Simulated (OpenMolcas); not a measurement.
**C2H5Al: excited-state calculation (part 1 of 4)**

- system: C2H5Al (AlH2(vinyl)), multiplicity 3, SMILES [H][Al]([H])[CH]=C
- method: CASPT2/ANO-XS-VDZ, DKH2 (OpenMolcas 26.06)

The geometry is that of the parent species in another charge or spin state. The geometry comes from this level: GFN2-xTB.

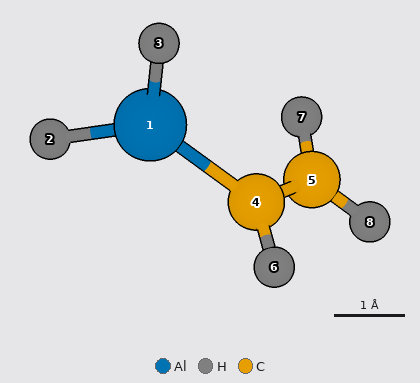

Fig. 1: The structure as given in the input (ball-and-stick view, seen at a tilt; atoms are numbered from 1 in the order of the input). Sticks mark near contacts.

The input
```
&GATEWAY
Coord
8
angstrom
Al       0.757880       1.243210      -0.412700
H        2.305620       1.330790      -0.372710
H        0.067510       2.631930      -0.426090
C       -0.236320      -0.470400      -0.432500
C       -0.683170      -1.072300       0.678100
H       -0.464670      -1.005660      -1.362180
H       -0.522550      -0.646370       1.659470
H       -1.224290      -2.011190       0.668610
Basis = ANO-XS-VDZ
Group = NoSym
&SEWARD
Relativistic = R02E00
&RASSCF
FileOrb = $CurrDir/step2.RasOrb
Spin = 3
Nactel = 10 0 0
Inactive = 10
Ras2 = 10
CIRoot = 3 3 1
OrbListing = Few
OrbAppear = Compact
&CASPT2
Multistate = all
IPEA = 0.25
Imaginary = 0.2
```

Launched with:
```bash
export MOLCAS_MEM=1860
pymolcas step7.inp > step7.log
```

Log
```
--- Start Module: gateway ---

                                              &GATEWAY

                       available to each process: 1.9 GB of memory, 1 thread

++    Symmetry information:
      ---------------------

                    Character Table for C1

                             E
                    a        1  x, y, xy, Rz, z, xz, Ry, yz, Rx, I
--

++    Basis set information:
      ----------------------

      Basis set label: AL.ANO-XS...4S3P.

      Electronic valence basis set:
      ------------------
      Associated Effective Charge  13.000000 au
      Associated Actual Charge     13.000000 au
      Nuclear Model: Finite nucleus - Gaussian distribution
        Gaussian exponent, Xi/bohr**(-2):  4.43360E+08

      Shell  nPrim  nBasis  Cartesian Spherical Contaminant
         s      11       4        X
         p       7       3        X

      Basis set label: H.ANO-XS...2S.

      Electronic valence basis set:
      ------------------
      Associated Effective Charge   1.000000 au
      Associated Actual Charge      1.000000 au
      Nuclear Model: Finite nucleus - Gaussian distribution
        Gaussian exponent, Xi/bohr**(-2):  2.12482E+09

      Shell  nPrim  nBasis  Cartesian Spherical Contaminant
         s       4       2        X

      Basis set label: C.ANO-XS...3S2P.

      Electronic valence basis set:
      ------------------
      Associated Effective Charge   6.000000 au
      Associated Actual Charge      6.000000 au
      Nuclear Model: Finite nucleus - Gaussian distribution
        Gaussian exponent, Xi/bohr**(-2):  6.80775E+08

      Shell  nPrim  nBasis  Cartesian Spherical Contaminant
         s       8       3        X
         p       4       2        X

      Basis set label: H.ANO-XS...2S.

      Electronic valence basis set:
      ------------------
      Associated Effective Charge   1.000000 au
      Associated Actual Charge      1.000000 au
      Nuclear Model: Finite nucleus - Gaussian distribution
        Gaussian exponent, Xi/bohr**(-2):  2.12482E+09

      Shell  nPrim  nBasis  Cartesian Spherical Contaminant
         s       4       2        X
--

++    Molecular structure info:
      -------------------------

                    ************************************************
                    **** Cartesian Coordinates / bohr, angstrom ****
                    ************************************************

     Center  Label                x              y              z                     x              y              z
        1      AL1              1.432186       2.349326      -0.779890              0.757880       1.243210      -0.412700
        2      H2               4.356990       2.514829      -0.704320              2.305620       1.330790      -0.372710
        3      H3               0.127575       4.973627      -0.805193              0.067510       2.631930      -0.426090
        4      C4              -0.446580      -0.888927      -0.817307             -0.236320      -0.470400      -0.432500
        5      C5              -1.291004      -2.026353       1.281423             -0.683170      -1.072300       0.678100
        6      H6              -0.878099      -1.900422      -2.574147             -0.464670      -1.005660      -1.362180
        7      H7              -0.987476      -1.221462       3.135944             -0.522550      -0.646370       1.659470
        8      H8              -2.313573      -3.800598       1.263490             -1.224290      -2.011190       0.668610

                    ***************************************
                    *    InterNuclear Distances / bohr    *
                    ***************************************

               1 AL1           2 H2            3 H3            4 C4            5 C5            6 H6
    1 AL1      0.000000
    2 H2       2.930458        0.000000
    3 H3       2.930802        4.893242        0.000000
    4 C4       3.743988        5.888345        5.890615        0.000000
    5 C5       5.550797        7.514343        7.440837        2.532086        0.000000
    6 H6       5.159180        7.099074        7.168900        2.072636        3.879661        0.000000
    7 H7       5.825723        7.567749        7.426643        4.003915        2.044315        5.751355
    8 H8       7.485164        9.394323        9.339469        4.036484        2.047905        4.516493

               7 H7            8 H8
    7 H7       0.000000
    8 H8       3.452037        0.000000

                    *******************************************
                    *    InterNuclear Distances / angstrom    *
                    *******************************************

               1 AL1           2 H2            3 H3            4 C4            5 C5            6 H6
    1 AL1      0.000000
    2 H2       1.550732        0.000000
    3 H3       1.550914        2.589392        0.000000
    4 C4       1.981233        3.115978        3.117179        0.000000
    5 C5       2.937355        3.976419        3.937522        1.339922        0.000000
    6 H6       2.730120        3.756668        3.793618        1.096792        2.053028        0.000000
    7 H7       3.082840        4.004680        3.930010        2.118781        1.081805        3.043486
    8 H8       3.960978        4.971262        4.942234        2.136015        1.083704        2.390025

               7 H7            8 H8
    7 H7       0.000000
    8 H8       1.826739        0.000000

                    **************************************
                    *    Valence Bond Angles / degree    *
                    **************************************
                          Atom centers                 Phi
                      2 H2       1 AL1      3 H3       113.20
                      5 C5       4 C4       6 H6       114.45
                      4 C4       5 C5       7 H7       121.70
                      4 C4       5 C5       8 H8       123.26
                      7 H7       5 C5       8 H8       115.04

           ***************************************************************
           *              Valence Dihedral Angles / degree               *
           ***************************************************************
                    Atom centers                       Phi1     Phi2     Theta
           6 H6       4 C4       5 C5       7 H7        114.45   121.70   179.99
           6 H6       4 C4       5 C5       8 H8        114.45   123.26     0.13
--

            Nuclear Potential Energy             83.04632751 au

--- Stop Module: gateway /rc=_RC_ALL_IS_WELL_ ---

--- Start Module: seward ---

                                              &SEWARD

                       available to each process: 1.9 GB of memory, 1 thread

               SEWARD will generate:
                  Multipole Moment integrals up to order  2
                  Kinetic Energy integrals
                  Nuclear Attraction integrals (finite nuclei - Gaussian type)
                  One-Electron Hamiltonian integrals
                  Velocity integrals
                  Relativistic Douglas-Kroll-Hess integrals:
                    - Parametrization         : EXP
                    - DKH order of Hamiltonian: 2
                    - DKH order of Properties : 0
                         - multipole moment operators
                         - electric potential operators
                         - contact operators
                  Orbital angular momentum around (  0.3231   0.5172  -0.2705 )
                  Velocity quadrupole around (  0.3231   0.5172  -0.2705 )
                  Two-Electron Repulsion integrals

                   Integrals are discarded if absolute value <: 1.00E-14
                   Integral cutoff threshold is set to       <: 1.00E-16

            Nuclear Potential Energy             83.04632751 au

      Basis set specifications :
      Symmetry species         a
      Basis functions           41

--- Stop Module: seward /rc=_RC_ALL_IS_WELL_ ---

--- Start Module: rasscf ---

                                              &RASSCF

                       available to each process: 1.9 GB of memory, 1 thread

      Header of the ONEINT file:
      --------------------------

      OrdInt status: non-squared

      Cartesian coordinates in angstrom:
      -----------------------------------------------------
      No.  Label        X            Y            Z
      -----------------------------------------------------
       1   AL1        0.75788000   1.24321000  -0.41270000
       2   H2         2.30562000   1.33079000  -0.37271000
       3   H3         0.06751000   2.63193000  -0.42609000
       4   C4        -0.23632000  -0.47040000  -0.43250000
       5   C5        -0.68317000  -1.07230000   0.67810000
       6   H6        -0.46467000  -1.00566000  -1.36218000
       7   H7        -0.52255000  -0.64637000   1.65947000
       8   H8        -1.22429000  -2.01119000   0.66861000
      -----------------------------------------------------
      Nuclear repulsion energy =   83.04632751

++    Wave function specifications:
      -----------------------------

      Number of closed shell electrons          20
      Number of electrons in active shells      10
      Max number of holes in RAS1 space          0
      Max nr of electrons in RAS3 space          0
      Number of inactive orbitals               10
      Number of active orbitals                 10
      Number of secondary orbitals              21
      Spin quantum number                      1.0
      State symmetry                             1
--

++    Orbital specifications:
      -----------------------

      Symmetry species                           1
                                                 a
      Frozen orbitals                            0
      Inactive orbitals                         10
      Active orbitals                           10
      RAS1 orbitals                              0
      RAS2 orbitals                             10
      RAS3 orbitals                              0
      Secondary orbitals                        21
      Deleted orbitals                           0
      Number of basis functions                 41
--

++    CI expansion specifications:
      ----------------------------

      Number of CSFs                         29700
      Number of determinants                 44100
      Number of root(s) required                 3
      Root chosen for geometry opt.              3
      CI roots used                              1     2     3
      weights                                0.333 0.333 0.333
      highest root included in the CI            3
      max. size of the explicit Hamiltonian    200
--

++    Optimization specifications:
      ----------------------------

      RASSCF algorithm: Conventional
      Maximum number of macro iterations       200
      Maximum number of SX iterations          100
      Threshold for RASSCF energy            1.000E-08
      Threshold for max MO rotation          1.000E-01
      Threshold for max BLB element          1.000E-04
      Level shift parameter                  5.000E-01
      Make Quasi-Newton update
--

      The MO-coefficients are taken from the file:
      step2.RasOrb
      Title: RASSCF average (pseudo-natural) orbitals

      Total molecular charge    0.00

      ************************************************************************************************************************
      *                                            Wave function control section                                             *
      ************************************************************************************************************************

                                         RASSCF iterations: Energy and convergence statistics
                                         ----------------------------------------------------

          iter iter root      energy       change     param      element    value   shift minimum  type update hh:mm:ss
 Nr of preliminary CI iterations:   5
        1   1   10    0  -320.80563439    0.00E+00  -9.66E-02   16  33 1 -4.08E-02*  0.32   0.00    SX    NO    0:00:01
        2   4    7    0  -320.81523095   -9.60E-03*  2.85E-02   16  33 1 -1.28E-02*  0.31   0.00    SX    NO    0:00:00
        3   3    7    0  -320.81612205   -8.91E-04*  9.85E-03   16  33 1 -4.47E-03*  0.30   0.00    SX    NO    0:00:00
        4   4    6    0  -320.81624576   -1.24E-04* -3.73E-03   16  33 1 -1.70E-03*  0.30   0.00    SX    NO    0:00:00
        5   5    6    0  -320.81627245   -2.67E-05* -2.97E-03   15  33 1 -9.27E-04*  0.30   1.81    LS   YES    0:00:00
        6   6    6    0  -320.81628146   -9.00E-06* -3.15E-03   15  33 1 -5.09E-04*  0.30   1.27    QN   YES    0:00:00
        7   4    5    0  -320.81628429   -2.84E-06* -4.32E-03   11  21 1  1.52E-04*  0.30   1.65    QN   YES    0:00:00
        8   5    5    0  -320.81628604   -1.75E-06* -2.58E-03   15  33 1  2.20E-04*  0.30   1.38    QN   YES    0:00:00
        9   6    5    0  -320.81628670   -6.55E-07* -2.08E-03   15  33 1  2.06E-04*  0.30   1.81    LS   YES    0:00:00
       10   6    5    0  -320.81628687   -1.68E-07* -2.33E-04   15  33 1  1.95E-04*  0.30   1.02    QN   YES    0:00:00
       11   5    5    0  -320.81628709   -2.22E-07* -1.12E-04   15  33 1  6.56E-05   0.30   1.48    LS   YES    0:00:00
       12   4    5    0  -320.81628714   -4.98E-08*  1.79E-04   14  21 1  3.64E-05   0.30   1.44    QN   YES    0:00:00
       13   4    4    0  -320.81628717   -2.75E-08* -1.14E-04   15  33 1 -2.30E-05   0.30   1.11    QN   YES    0:00:00
       14   3    4    0  -320.81628717   -5.46E-09  -1.23E-04   15  33 1 -1.23E-05   0.30   1.68    QN   YES    0:00:00
      Convergence after 14 iterations
       15   3    4    0  -320.81628718   -2.38E-09  -1.23E-04   14  21 1 -5.98E-06   0.30   1.68    QN   YES    0:00:00

      ************************************************************************************************************************
                                                      Wave function printout:
                       occupation of active orbitals, and spin coupling of open shells (u,d: Spin up or down)
      ************************************************************************************************************************

      Note: transformation to natural orbitals
      has been made, which may change the order of the CSFs.

      printout of CI-coefficients larger than  0.05 for root  1
      energy=    -320.830421
      conf/sym  1111111111     Coeff  Weight
             1  2222uu0000  -0.46671 0.21782
            11  22u22u0000  -0.85296 0.72753
            13  22u2200u00   0.12411 0.01540
           477  22u20u2000  -0.05756 0.00331
          2147  20u22u0020   0.05088 0.00259

      printout of CI-coefficients larger than  0.05 for root  2
      energy=    -320.810991
      conf/sym  1111111111     Coeff  Weight
             3  2222u00u00  -0.51750 0.26780
            11  22u22u0000   0.10145 0.01029
            13  22u2200u00   0.77734 0.60425
            38  222ud0uu00  -0.12098 0.01464
            47  22u2du0u00  -0.05388 0.00290
            54  22u2d00u0u  -0.06103 0.00372
            68  u222d0uu00   0.05800 0.00336
            88  22ud20uu00   0.06510 0.00424
           114  u22d200u0u  -0.05497 0.00302
           117  22022u0u00  -0.05762 0.00332
           138  u2d220uu00  -0.05578 0.00311
           383  u2u220ud00   0.06696 0.00448
           478  22u2020u00  -0.09398 0.00883
           828  2202u20u00  -0.13935 0.01942

      printout of CI-coefficients larger than  0.05 for root  3
      energy=    -320.807450
      conf/sym  1111111111     Coeff  Weight
             8  222u200u00   0.93658 0.87719
            28  222200uu00   0.05999 0.00360
            48  22u2d0uu00  -0.07580 0.00575
            78  222020uu00  -0.06525 0.00426
            87  22ud2u0u00   0.08351 0.00697
           333  u22u20ud00   0.07859 0.00618
           431  222u002u00  -0.05210 0.00271
           678  22udu20u00  -0.05020 0.00252
          1128  22uud20u00   0.09332 0.00871
          1578  220u220u00   0.14115 0.01992
          1749  202u200u20  -0.05132 0.00263

      Natural orbitals and occupation numbers for root  1
      sym 1:   1.978579   1.987474   1.004964   1.993855   1.970636   0.995279   0.031162   0.007179   0.012525   0.018348

      Natural orbitals and occupation numbers for root  2
      sym 1:   1.982288   1.987095   1.010387   1.939181   1.910422   0.085845   0.055631   0.996446   0.016706   0.016000

      Natural orbitals and occupation numbers for root  3
      sym 1:   1.967427   1.982699   1.900101   1.018629   1.941441   0.098713   0.051116   0.997849   0.016963   0.025062

      ************************************************************************************************************************
      *                                                    Final results                                                     *
      ************************************************************************************************************************

++    Final optimization conditions:
      ------------------------------

      Average CI energy                            -320.81628718
      RASSCF energy for state  3                   -320.80744961
      Super-CI energy                                -0.00000000
      RASSCF energy change                            0.00000000
      Max change in MO coefficients              -1.764E-04
      Max non-diagonal density matrix element    -1.229E-04
      Maximum BLB matrix element                 -5.982E-06
      (orbital pair  14,  21 in symmetry   1)
      Norm of electronic gradient            1.106E-01
--

      Final state energy(ies):
      ------------------------
```
